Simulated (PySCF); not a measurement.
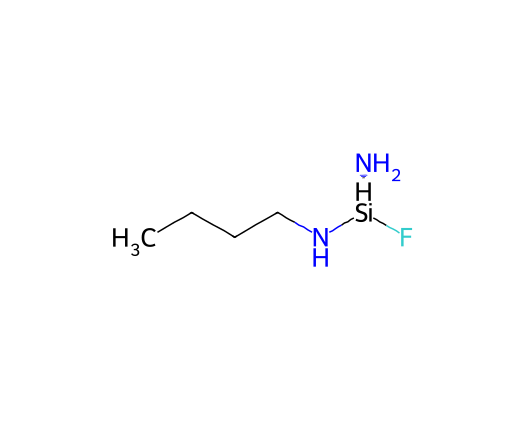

Source: calculation with PySCF.

Skeletal drawing of a molecule.

Q: Give its SMILES.

A: CCCCN[Si@H](N)F

Q: What is the molecular formula?

A: C4H13FN2Si.

Q: An optimisation with PBE0-D3(BJ)/def2-SVP gave a structure of which point group?

A: C1.
